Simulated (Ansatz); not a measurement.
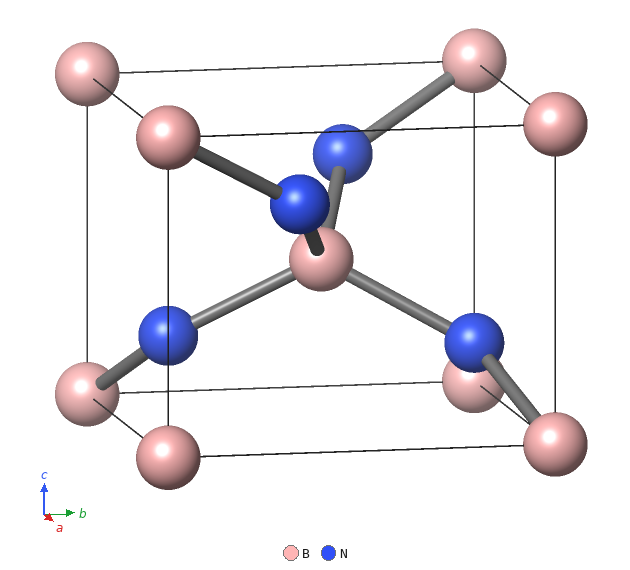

The figure gives a ball-and-stick picture of the atoms, viewed slightly off an axis. The wireframe shows the conventional unit cell.

Lattice: a = 3.609 Å, b = 3.609 Å, c = 2.962 Å, α = 90.00°, β = 90.00°, γ = 90.00°.

Formula?

BN$_{2}$. The cell holds 2 B, 4 N, counting shared atoms by their share.

Name the space group.

P-4n2 (No. 118), with B on 2a and N on 4f.

How many neighbours does B have, and of what kind?

Each B has four N in a distorted tetrahedral arrangement at about 1.6 Å.

How do the bonded atoms link up through the crystal?

The bonds build a three-dimensional framework.

The cell started as a textbook structure type filled with these elements (whether it is the usual form wasn't checked). This is the structure after a relaxation with Ansatz, DFT PBE, scalar-relativistic, plane waves, PAW.
